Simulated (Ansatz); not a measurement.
# One shape, several levels: SO3 (sulfur trioxide)

Wanted: a comparison of 6 runs (HF/STO-3G, HSE06/STO-3G, PBE/STO-3G, UMP2/STO-3G, BCCD(T)/STO-3G, CCSDT/STO-3G) of SO3 (sulfur trioxide). 

The results are computed with Ansatz 0.2.0.

48 further runs of the same task are left out: 12 that didn't finish, 36 set aside as unsound or not needed.

### 1 Starting point

SO3: 4 atoms, total charge 0, spin state singlet. As SMILES, `O=S(=O)=O`. The S2–O1 distance was set to 2.127 Å, away from the relaxed value.

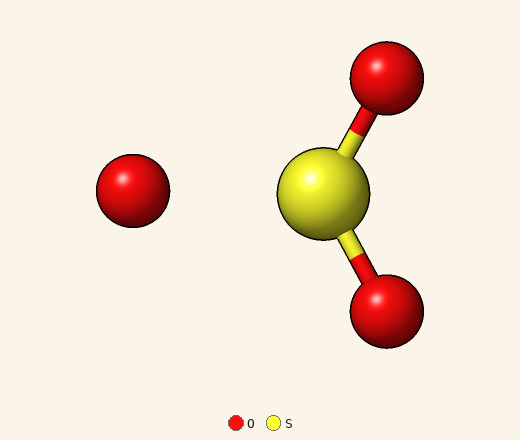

Viewed from a chosen angle; oxygen red, sulfur yellow.

### 2 The energy at HF/STO-3G (run 1)

job.yaml reads:

```yaml
crystal:
  periodic: [false, false, false]
  atoms:
    - {symbol: O, position_ang: [-1.680403, -1.025585, 0.804506]}
    - {symbol: S, position_ang: [0.000050, -0.000150, -0.000380]}
    - {symbol: O, position_ang: [1.307630, -0.327510, 0.440320]}
    - {symbol: O, position_ang: [-0.187450, 1.011420, -0.976150]}
basis:
  gaussian:
    orbitals: STO-3G
hamiltonian:
  xc: hf
accuracy: high
```

The run is started by

```bash
$ ansatz run job.yaml --threads 1 --pin off --max-ram 2610MiB --events-out events.jsonl --progress --plain --runs-dir runs
```

What it wrote:

```text
Warning: RAYON_NUM_THREADS=1 ignored (pool sized by the plan → 1); use --threads N
Functional definition: HF
  name "HF"
  exchange = exact_x
  correlation = 0
446 factors; integrals over basis functions are off by at most 2.8e-8 eV
mean field evaluation 1: about -16697.1680 eV, gradient 5.6e1 eV
mean field evaluation 2: about -16697.2586 eV, gradient 5.7e1 eV
mean field evaluation 4: about -16700.9446 eV, gradient 5.2e1 eV
mean field evaluation 8: about -16715.0431 eV, gradient 3.3e-1 eV
mean field evaluation 16: about -16715.0214 eV, gradient 2.2e-8 eV
mean field evaluation 32: about -16680.2524 eV, gradient 4.2e1 eV
mean field evaluation 64: about -16703.5701 eV, gradient 7.6e0 eV
mean field -16715.02137835 eV, -614.2657058059 hartree, gradient 2.5e-8 eV, S^2 0.000000; 0 other end points of the search recorded, 0 dependent functions left out
reference -16715.02137835 eV, -614.2657058059 hartree; 20, 20 occupied and 4, 4 virtual orbitals, 446 factors
Total energy: -16715.02137835 eV, -614.2657058059 hartree
```

Wall time 0.22 s (1 thread of Arm Neoverse V1, shared host).

### 3 A single-point energy at HSE06/STO-3G (run 2)

molecule.yaml reads:

```yaml
crystal:
  periodic: [false, false, false]
  atoms:
    - {symbol: O, position_ang: [-1.680403, -1.025585, 0.804506]}
    - {symbol: S, position_ang: [0.000050, -0.000150, -0.000380]}
    - {symbol: O, position_ang: [1.307630, -0.327510, 0.440320]}
    - {symbol: O, position_ang: [-0.187450, 1.011420, -0.976150]}
basis:
  gaussian: {orbitals: STO-3G}
accuracy: high
hamiltonian: {xc: {name: HSE06}}
```

The run is started by

```bash
$ ansatz run molecule.yaml --threads 1 --pin off --max-ram 2610MiB --events-out events.jsonl --progress --plain --runs-dir runs
```

What it wrote:

```text
Warning: RAYON_NUM_THREADS=1 ignored (pool sized by the plan → 1); use --threads N
Functional definition: HSE06
  name "HSE06"
  parameter a = 0.25
  parameter omega = 0.11/bohr
  exchange = pbe_x - a*pbe_x_sr(omega) + a*exact_x_sr(omega)
  correlation = pbe_c
446 factors; integrals over basis functions are off by at most 2.8e-8 eV
50 factors; integrals over basis functions are off by at most 5.4e-10 eV
mean field evaluation 1: about -16733.6974 eV, gradient 6.1e1 eV
mean field evaluation 2: about -16544.3947 eV, gradient 8.0e1 eV
mean field evaluation 4: about -16729.8739 eV, gradient 6.0e1 eV
mean field evaluation 8: about -16749.8556 eV, gradient 1.9e-1 eV
mean field -16749.85589765 eV, -615.5458507787 hartree, gradient 1.8e-8 eV, S^2 0.000000; 0 other end points of the search recorded, 0 dependent functions left out
reference -16749.85589863 eV, -615.5458508146 hartree; 20, 20 occupied and 4, 4 virtual orbitals, 446 factors
Total energy: -16749.85589863 eV, -615.5458508146 hartree
```

It took 1.7 s on 1 thread of Arm Neoverse V1, shared host; peak memory 0.098 GiB.

### 4 A single-point energy at PBE/STO-3G (run 3)

input.yaml reads:

```yaml
basis:
  gaussian:
    orbitals: STO-3G
crystal:
  periodic: [false, false, false]
  atoms:
    - {symbol: O, position_ang: [-1.680403, -1.025585, 0.804506]}
    - {symbol: S, position_ang: [0.000050, -0.000150, -0.000380]}
    - {symbol: O, position_ang: [1.307630, -0.327510, 0.440320]}
    - {symbol: O, position_ang: [-0.187450, 1.011420, -0.976150]}
hamiltonian:
  xc: {name: PBE}
accuracy: high
```

The run is started by

```bash
$ ansatz run input.yaml --threads 1 --pin off --max-ram 2610MiB --events-out events.jsonl --progress --plain --runs-dir runs
```

What it wrote:

```text
Warning: RAYON_NUM_THREADS=1 ignored (pool sized by the plan → 1); use --threads N
Functional definition: PBE
  name "PBE"
  parameter kappa = 0.804
  parameter beta = 0.06672455060314922
  exchange = pbe_x(kappa = kappa, mu = beta*pi^2/3)
  correlation = pbe_c(beta = beta)
446 factors; integrals over basis functions are off by at most 2.8e-8 eV
mean field evaluation 1: about -16732.8930 eV, gradient 6.3e1 eV
mean field evaluation 2: about -16538.4089 eV, gradient 7.1e1 eV
mean field evaluation 4: about -16688.9140 eV, gradient 1.1e2 eV
mean field evaluation 8: about -16749.3429 eV, gradient 1.1e-1 eV
mean field evaluation 16: about -16718.8504 eV, gradient 6.1e1 eV
mean field -16749.34300777 eV, -615.5270024229 hartree, gradient 2.9e-8 eV, S^2 0.000000; 1 other end points of the search recorded, 0 dependent functions left out
reference -16749.34300875 eV, -615.5270024591 hartree; 20, 20 occupied and 4, 4 virtual orbitals, 446 factors
Total energy: -16749.34300875 eV, -615.5270024591 hartree
```

Wall time 1.6 s (1 thread of Arm Neoverse V1, shared host); peak memory 0.097 GiB.

Runs 4 to 5 aren't shown in full; the table further down has their settings and results.

### 5 The energy at CCSDT/STO-3G (run 6)

molecule.yaml: that of step 3 with these lines changed.

```diff
@@ -9,3 +9,4 @@
   gaussian: {orbitals: STO-3G}
+correlation: {method: ccsdt, frozen_orbitals: {O: 1, S: 5}}
 accuracy: high
-hamiltonian: {xc: {name: HSE06}}
+scf: {omitted_lower_state_checks: [cluster_reference, increment]}
```

The run is started by

```bash
$ ansatz run molecule.yaml --threads 1 --pin off --max-ram 2610MiB --events-out events.jsonl --progress --plain --runs-dir runs
```

What it wrote:

```text
Warning: RAYON_NUM_THREADS=1 ignored (pool sized by the plan → 1); use --threads N
[... 13 lines left out ...]
8 core orbitals not correlated: weight in the atoms' cores, before any rotation towards them, 1.000 or more for the frozen orbitals, at most 0.000 for the correlated occupied ones
[... 91 lines left out ...]
WARN: these amplitudes may be one of several solutions (largest doubles amplitude 0.32, level shift 3.85 eV)
Total energy: -16721.69828230 eV, -614.5110775005 hartree
Checks for a lower state left out: cluster_reference, increment
```

Run time: 1.6 s. Hardware: 1 thread of Arm Neoverse V1, shared host.

### 6 All runs side by side

| run | level | frozen core orbitals | energy (Eh) | wall time |
| --- | --- | --- | --- | --- |
| 1 | HF/STO-3G | – | -614.265706 | 0.22 s |
| 2 | HSE06/STO-3G | – | -615.545851 | 1.7 s |
| 3 | PBE/STO-3G | – | -615.527002 | 1.6 s |
| 4 | UMP2/STO-3G | 8 | -614.448794 | 3.6 s |
| 5 | BCCD(T)/STO-3G | 8 | -614.505409 | 0.59 s |
| 6 | CCSDT/STO-3G | 8 | -614.511078 | 1.6 s |

### 7 What came out

| quantity | value |
| --- | --- |
| run 6: total energy | -614.51108 Eh |
| run 6: correlation energy (8 core orbitals frozen) | -245.4 mEh |
| run 6: T1 diagnostic | 0.048 |

In words: Below the HF energy at the same shape and in the same basis (STO-3G): UMP2 -183.1 mEh; BCCD(T) -239.7 mEh; CCSDT -245.4 mEh. Some of these start from another determinant than that one, so these aren't their correlation energies. Totals of different functionals can't be ranked against each other. In runs 5, 6 the log says that unrestricted orbitals would lower the reference, so the values rest on an unstable closed-shell determinant (other closed-shell runs at this shape may share the fault). In runs 1, 2, 3, 4, 5, 6 the basis is minimal, so the values are rough. Spin contamination of the reference: run 4 ⟨S²⟩ = 2.00. Where it is this large, the reference is a mixture of spin states, and values that rest on it are in doubt. All runs together took 9.3 s, the longest 3.6 s.
